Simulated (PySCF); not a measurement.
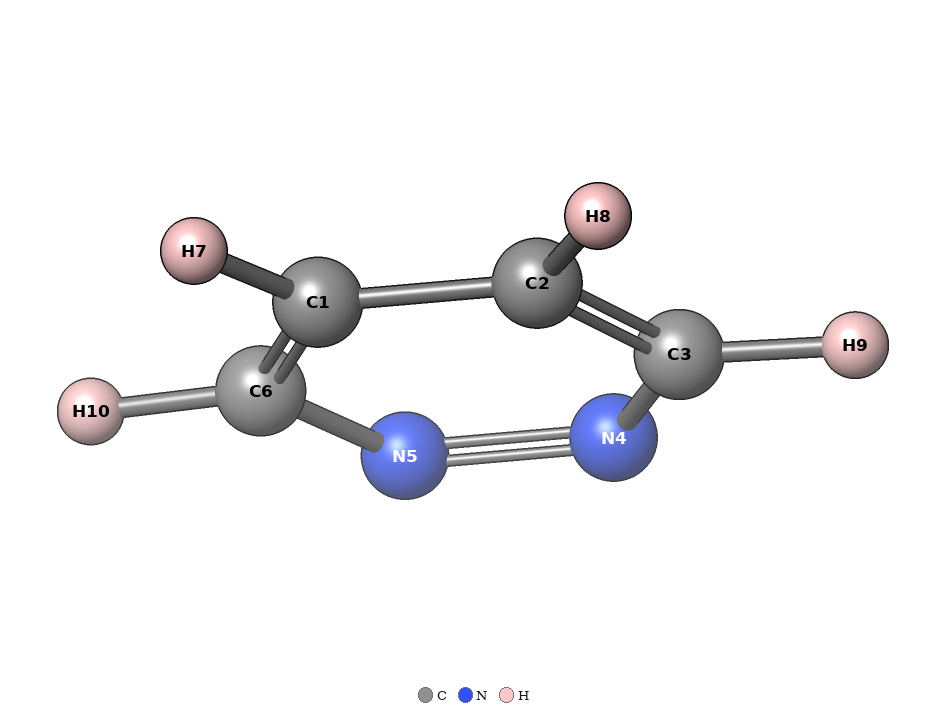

Depth is shown by fading: the farther an atom, the more it takes the colour of the background. The computed structure is the end point of a PBE0-D3(BJ)/def2-SVP optimisation. No frequency run is at hand to confirm it as a minimum.

> What is the conformation of the ring C1–C2–C3–N4–N5–C6?

It is planar. The Cremer–Pople amplitude Q is 0.00 Å.

> Give the torsion angles round the ring, beginning with the bond from its second to its third atom.

0°, 0°, 0°, 0°, 0°, 0°.
